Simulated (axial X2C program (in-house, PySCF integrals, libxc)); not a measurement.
# RuCl⁺: the levels of the configuration d6 s0 p(π)0

Which Ω levels does RuCl⁺ have in the configuration d6 s0 p(π)0, and how far apart?

Computed with an in-house X2C program for linear molecules on PySCF integrals. Level: two-component X2C, average-of-configuration Hartree–Fock and CI in the open shells.

All values are calculated.

## Step 1: Set-up

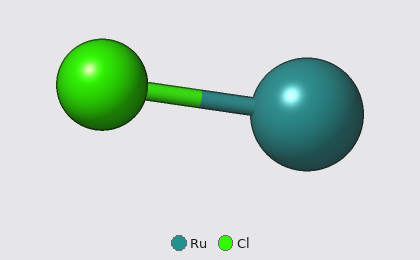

The atoms on one line, bond 2.238 Å (ruthenium teal, chlorine green).

File task.json:

```json
{"zs": [44, 17], "q": 1, "bas": ["dyall-v3z", "dyall-v3z"], "r0": 2.24, "metal": 0, "shells": [[2, [0, 1, 2], 6], [0, [0], 0], [1, [1], 0]], "fix": 0, "emax": 3.2, "nroots": 4}
```

Keys: zs atomic numbers; q charge; bas basis sets; r0 starting distance in Å; metal index of the metal atom; shells open shells as [l, |m| values, electrons]; fix electron count of the first shell held; emax energy window in eV; nroots roots for each Ω.

Run with:

```bash
> python soci.py task.json out
```

Two-component X2C with atomic mean-field Coulomb and Gaunt terms, basis Ru dyall-v3z, Cl dyall-v3z (cores contracted in-house). Orbitals come from Hartree–Fock averaged over the configuration Ru d6 s0 p(π)0; CI then distributes these electrons over the d, s, p(π) shells of Ru.

## Step 2: CI at R = 2.238 Å

Output:

```text
average of configuration d6 s0 p(π)0
basis functions 173  fitting functions 954
iter      average energy  largest gradient
   1      -4986.723248636   3.41e-01
   2      -4986.726587539   9.00e-04
   3      -4986.726593486   3.45e-04
   4      -4986.726593549   4.53e-05
   5      -4986.726593594   2.87e-05
   6      -4986.726593595   4.31e-06
converged
CI levels
2*Omega        energy/Eh    cm-1   g(par)  dipole/D  leading shell counts
    8     -4986.84903640        0  11.984   -3.074  {'6 0 0': 0.998}
    6     -4986.84715856      412   8.048   -3.085  {'6 0 0': 0.997}
    4     -4986.84519995      842   4.086   -3.093  {'6 0 0': 0.997}
    2     -4986.84316265     1289   0.099   -3.097  {'6 0 0': 0.997}
    0     -4986.84108118     1746   0.000   -3.099  {'6 0 0': 0.997}
    0     -4986.84099857     1764   0.000   -3.092  {'6 0 0': 0.997}
    6     -4986.83235757     3661   9.939   -3.616  {'6 0 0': 0.997}
    4     -4986.83160226     3826   5.954   -3.617  {'6 0 0': 0.997}
    2     -4986.83086415     3988   2.230   -3.633  {'6 0 0': 0.997}
    0     -4986.83043256     4083   0.000   -3.655  {'6 0 0': 0.998}
    0     -4986.82907427     4381   0.000   -3.617  {'6 0 0': 0.997}
    2     -4986.82863552     4477   5.682   -3.649  {'6 0 0': 0.998}
    4     -4986.81488627     7495   7.949   -3.867  {'6 0 0': 0.998}
    2     -4986.81472328     7531   3.978   -3.840  {'6 0 0': 0.998}
    0     -4986.81469204     7538   0.000   -3.831  {'6 0 0': 0.998}
    8     -4986.79499275    11861   9.969   -2.899  {'6 0 0': 0.998}
    6     -4986.78935138    13099   6.000   -2.912  {'6 0 0': 0.998}
    0     -4986.78698932    13618   0.000   -3.041  {'6 0 0': 0.998}
    4     -4986.78427161    14214   2.905   -2.961  {'6 0 0': 0.998}
    6     -4986.78237463    14631   7.984   -3.050  {'6 0 0': 0.998}
    0     -4986.77924776    15317   0.000   -3.061  {'6 0 0': 0.999}
    0     -4986.77780507    15633   0.000   -3.074  {'6 0 0': 0.999}
   10     -4986.77491222    16268  11.966   -3.052  {'6 0 0': 0.998}
    8     -4986.77146485    17025   8.061   -3.077  {'6 0 0': 0.997}
   12     -4986.75675788    20253  13.986   -3.661  {'6 0 0': 0.999}
   10     -4986.75470829    20703  10.101   -3.670  {'6 0 0': 0.999}
    8     -4986.75372859    20918   6.484   -3.654  {'6 0 0': 0.999}
   10     -4986.73480817    25070  11.751   -3.810  {'6 0 0': 0.997}
```

Dipoles in the output refer to the first atom as origin, so for this ion they depend on that choice.

It took 2.2 s on 1 thread of Arm Neoverse N1, shared host; peak memory 0.28 GiB.

Active spinors (ω > 0; filled shells left out):

```csv
shell,ω,ε (eV),character
d,3/2,-15.22,100% Ru d
d,5/2,-14.94,100% Ru d
d,1/2,-14.48,"89% Ru d, 8% Cl p"
d,3/2,-14.31,"90% Ru d, 7% Cl p"
d,1/2,-13.73,"77% Ru d, 10% Ru s, 9% Cl p"
s,1/2,-6.20,"64% Ru s, 29% Ru p, 4% Cl p"
p(π),1/2,-3.49,"93% Ru p, 3% Ru d"
p(π),3/2,-3.43,"93% Ru p, 3% Ru d"
```

The levels:

```csv
Ω,energy (cm⁻¹),g∥,configuration
4,0,11.98,100% d6
3,412,8.05,100% d6
2,842,4.09,100% d6
1,1289,0.10,100% d6
0,1746,0.00,100% d6
0,1764,0.00,100% d6
3,3661,9.94,100% d6
2,3826,5.95,100% d6
1,3988,2.23,100% d6
0,4083,0.00,100% d6
0,4381,0.00,100% d6
1,4477,5.68,100% d6
2,7495,7.95,100% d6
1,7531,3.98,100% d6
0,7538,0.00,100% d6
4,11861,9.97,100% d6
3,13099,6.00,100% d6
0,13618,0.00,100% d6
2,14214,2.91,100% d6
3,14631,7.98,100% d6
```

g∥ is the magnitude of 2⟨Lz + ge Sz⟩ for the +Ω component.

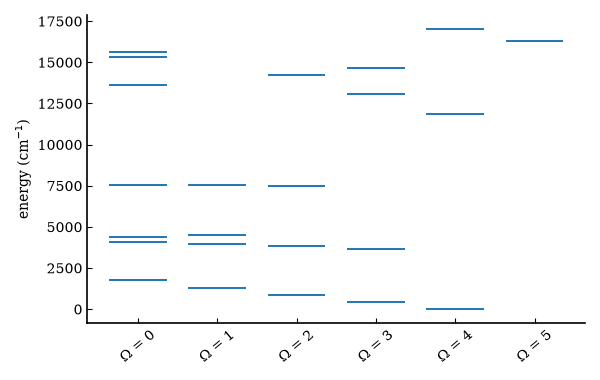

The lowest levels by Ω.

## Step 3: The same at R = 2.081 Å

```csv
Ω,energy (cm⁻¹),g∥,configuration
4,0,11.98,100% d6
3,422,8.03,100% d6
2,857,4.05,100% d6
1,1304,0.06,100% d6
0,1756,0.00,100% d6
0,1768,0.00,100% d6
3,4377,9.95,100% d6
2,4544,5.98,100% d6
1,4720,2.18,100% d6
0,4837,0.00,100% d6
```

## Step 4: Curves along the bond

The same input was run at the other distances (logs left out). Energies in cm⁻¹ from the lowest point; levels are followed by energy order within each Ω.

```csv
R (Å),(1)Ω=4,(1)Ω=3,(1)Ω=2,(1)Ω=1,(1)Ω=0,(2)Ω=0,(2)Ω=3
2.081,2268,2689,3124,3571,4023,4036,6644
2.160,535,953,1386,1833,2287,2302,4512
2.238,0,412,842,1289,1746,1764,3661
2.328,450,855,1281,1728,2187,2209,3818
2.417,1701,2098,2519,2965,3427,3454,4837
2.518,3775,4163,4578,5023,5486,5521,6703
2.641,6882,7259,7666,8108,8572,8617,9614
```

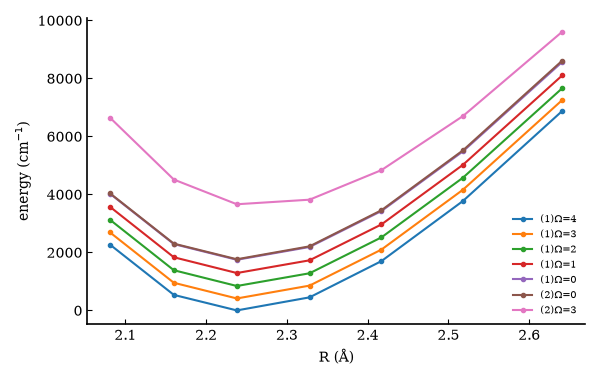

The lowest levels along the scan.

Constants where the minimum is well bracketed:

```csv
level of the curve,Te (cm⁻¹),Re (Å),ωe (cm⁻¹)
(1)Ω=4,0,2.243,425.3
(1)Ω=3,412,2.244,424.6
(1)Ω=2,841,2.244,424.2
(1)Ω=1,1288,2.244,424.1
(1)Ω=0,1745,2.244,424.3
(2)Ω=0,1764,2.243,424.7
(2)Ω=3,3597,2.268,418.8
```

## Step 5: Results

```
                 quantity                       value
lowest level of the model  Ω = 4, g∥ = 11.98, 100% d6
               next level      Ω = 3, 412 cm⁻¹ higher
  lowest curve, Re and ωe         2.243 Å, 425.3 cm⁻¹
```

What this shows: In the lowest level ⟨Sz⟩ = 1.99 and ⟨Lz⟩ = 2.01; its leading determinant has weight 0.91 among 419. From 2.238 to 2.081 Å the gap from the lowest to the fifth level goes from 1746 to 1756 cm⁻¹. Without dynamic correlation distances can be off by several hundredths of an Å, and the wavenumbers are rough. Dynamic correlation is missing, so gaps between terms are too wide and other configurations may lie lower; the lowest level listed is that of this model, not necessarily the ground state. For d shells the ligand-field splittings (σ, π, δ) and their order can be off by a thousand cm⁻¹ or more. At most 4 roots were kept for each Ω > 0 (twice that for Ω = 0) within 3.2 eV of the lowest, so higher up levels can be missing between those listed; levels with Ω > 0 are doubly degenerate and listed once, Ω = 0 levels singly. Some active spinors are only partly of the character that their shell is named for, so the shell names and counts are nominal. States that fill the shells left empty in the average are placed too high.
